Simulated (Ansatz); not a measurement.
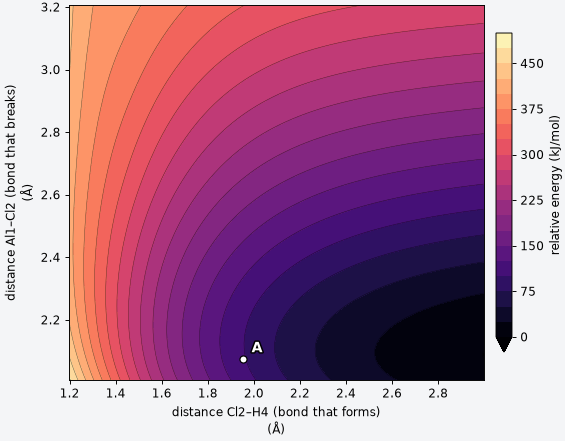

The reacting system AlCl2H2N (fragments AlCl₂H₂N where the first distance is long, AlClHN + ClH where the second is long). First axis: distance Cl2–H4 (bond that forms). Second axis: distance Al1–Cl2 (bond that breaks). Relaxed at each point: all other coordinates. The grid has 11 × 11 points. Points are written as (first, second). All energies are given in kJ/mol relative to the lowest grid point. The reference is spin-restricted, so regions where a bond is pulled apart into radicals lie too high. The calculation used RKS PBE0-D4/def2-SVP (Ansatz).

Drawn: filled contours, the point A. Between grid points the surface is interpolated.

> Is A at rest? If not, where is it pushed?

A, at (1.954 Å, 2.074 Å), is not a stationary point. The computed force is 220 kJ/mol for each Å towards larger values of the first coordinate and 77 kJ/mol for each Å towards larger values of the second coordinate.
